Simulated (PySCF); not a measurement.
**Cl3OTa: what the electrons do**

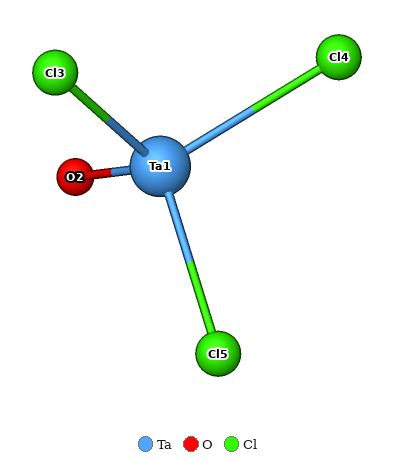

The molecule, with its atoms numbered as below. No frequency check shows the geometry to be a minimum.

Cartesian coordinates (Å):

```
Ta1     -0.0005   -0.0007    0.2346
O2      -0.0019    0.0015    1.9277
Cl3     -1.8430   -0.8609   -0.6395
Cl4      1.6702   -1.1632   -0.6373
Cl5      0.1758    2.0264   -0.6378
```

### 1. Bonding charge

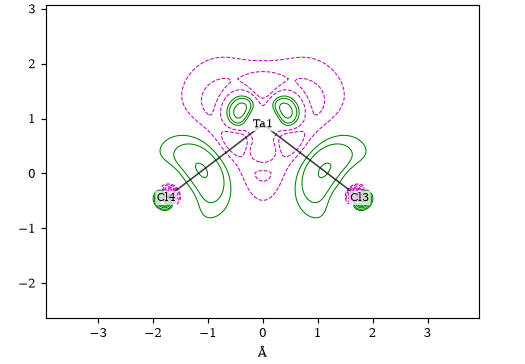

Deformation density (molecule less spherical, spin-averaged free atoms) in the plane of Ta1, Cl3 and Cl4; contours at ±0.05 to ±0.8 e/Å³; solid green lines: gain, dashed magenta lines: loss.

Computed with PySCF, B3LYP/def2-TZVP, geometry: GFN2-xTB. Core potentials replace the inner electrons of Ta; spin–orbit coupling isn't included. This is a single-reference result, which may miss multireference character in this system.

Question: How much density has each bond in this plane gained at its critical point, relative to the free atoms?

Answer: Ta1–Cl3 and Ta1–Cl4: +0.10 e/Å³ at the bond critical point (bond length 2.21 Å, Mayer order 1.2). In all, 1.3 electrons gather in the regions of gain relative to the promolecule. A small or negative value marks a very polar bond, one between electron-rich atoms, whose free-atom densities already overlap strongly, a long bond to a heavier atom, or a closed-shell contact such as a hydrogen bond.

### 2. Local ionisation energy

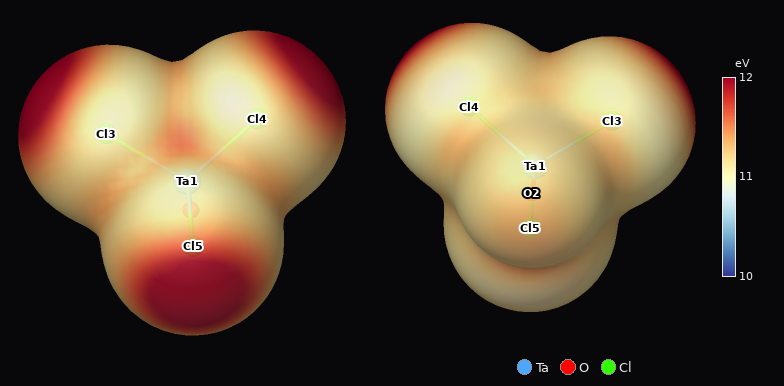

Average local ionisation energy on the surface of electron density 0.001 a.u. (back view left, front view right).

Question: Where are the most loosely bound electrons on this surface?

Answer: The lowest value is 11.0 eV, 2.1 Å from Cl5, and at like points elsewhere. Further minima include 11.0 eV, 2.1 Å from Cl4, and at like points elsewhere. For comparison, the highest occupied orbital lies at −9.4 eV.

### 3. Localised orbitals

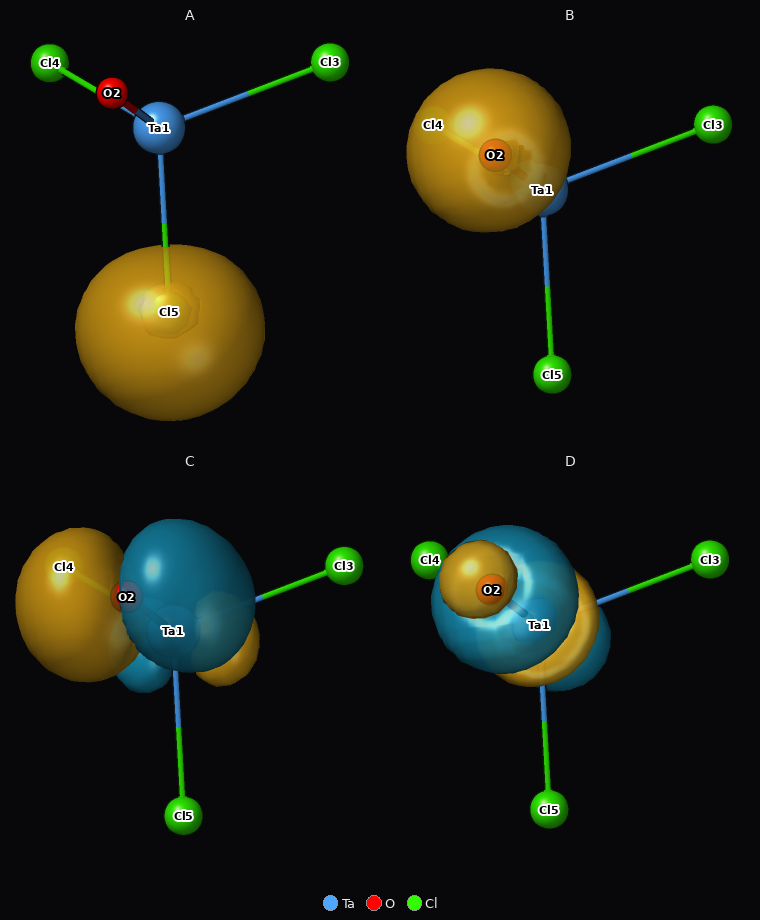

Pipek–Mezey orbitals, occupied; each surface holds about 85 % of the orbital's density. Energies are diagonal elements of the Fock matrix.

Method: B3LYP/def2-SVP; geometry: GFN2-xTB; program: PySCF. Core potentials replace the inner electrons of Ta; spin–orbit coupling isn't included. This is a single-reference result, which may miss multireference character in this system.

Question: What does each orbital represent in a Lewis picture?

Answer: By panel:
- A: lone pair on Cl5 (s-type) (Cl5 98 %; −21.2 eV)
- B: lone pair on O2 (s-type) (O2 95 %, Ta1 5 %; −19.4 eV)
- C: lone pair on O2, partly donated to Ta1 (O2 83 %, Ta1 17 %; −10.4 eV)
- D: σ bond O2–Ta1 (O2 62 %, Ta1 38 %; −15.7 eV)

Question: Which has the smallest and which the largest spatial spread?

Answer: Smallest: B (0.72 Å); largest: C (1.06 Å).
